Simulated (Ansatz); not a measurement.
**SiMo3 (Pm-3n): Drude plasma energy against volume**

The cell of SiMo3 (Pm-3n) is scaled evenly and the response computed anew at each volume, on one mesh. The atoms keep their fractional positions.

The structure is cubic, space group Pm-3n (No. 223). The conventional cell has a = 4.889 Å, b = 4.889 Å, c = 4.889 Å, α = 90.00°, β = 90.00°, γ = 90.00°. Mo on site c is surrounded by 2 Mo at 2.44 Å and 4 Si at 2.73 Å. Si on site a is surrounded by 12 Mo at 2.73 Å.

Method: Ansatz 0.2.0, PBE, independent particles, k-mesh 6×6×6 with interpolation inside its cells, Gaussian parameter 0.1 eV.

Launch of the response step: `ansatz run input.yaml --threads 4 --pin off --max-ram 8192MiB --backend cpu --events-out ev --progress --plain --runs-dir out`. The series took 15.7 min in all, on 4 threads of Intel(R) Xeon(R) Processor @ 2.50GHz (Skylake/Cascade Lake), on a shared host.

| V/V₀ | V (Å³, primitive cell) | Drude plasma energy (eV) |
| --- | --- | --- |
| 0.94 | 109.85 | ? |
| 0.96 | 112.18 | 5.880 |
| 0.98 | 114.52 | 5.791 |
| 1.00 | 116.86 | 5.700 |
| 1.02 | 119.20 | 5.607 |
| 1.04 | 121.53 | 5.515 |
| 1.06 | 123.87 | 5.432 |

For small changes the quantity should be close to linear in ln V.

Working, on the rows shown:

| x = ln(V/V₀) | y = Drude plasma energy |
| --- | --- |
| -0.040822 | 5.88 |
| -0.0202027 | 5.791 |
| 0 | 5.7 |
| 0.0198026 | 5.607 |
| 0.0392207 | 5.515 |
| 0.0582689 | 5.432 |

Means: x̄ = 0.0093779, ȳ = 5.6542. Σ(x − x̄)(y − ȳ) = -0.03132, Σ(x − x̄)² = 0.006873. Slope = -0.03132 / 0.006873 = -4.557; intercept = ȳ − slope · x̄ = 5.6969. The line misses the rows shown by at most 0.0032 eV.

Q: What does the fit predict for the withheld row, and how well does it do?

A: At x = -0.061875 the line gives y = 5.9789 eV. The run gave 5.978 eV, so the extrapolation is off by 0.0009 eV, 0.2 % of the range in the table.

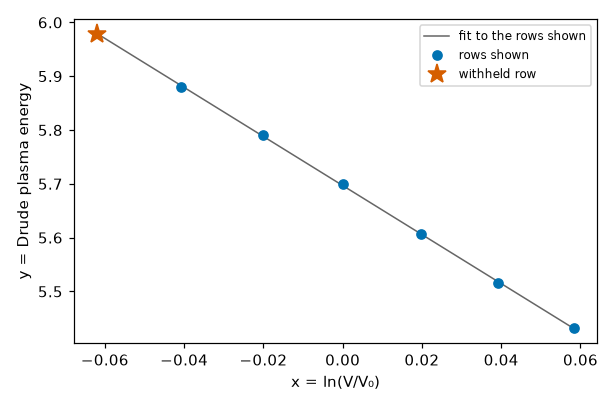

Between the rows on either side of x = 0 the slope is (5.607 − 5.791) / (0.019803 − (-0.020203)) = -4.599. So d ln ωp/d ln V = -0.81; free electrons would give −0.50. The values come from a sum over the points of one k-mesh and carry its error, which is largest for Fermi-surface quantities. Spin-orbit coupling is left out.
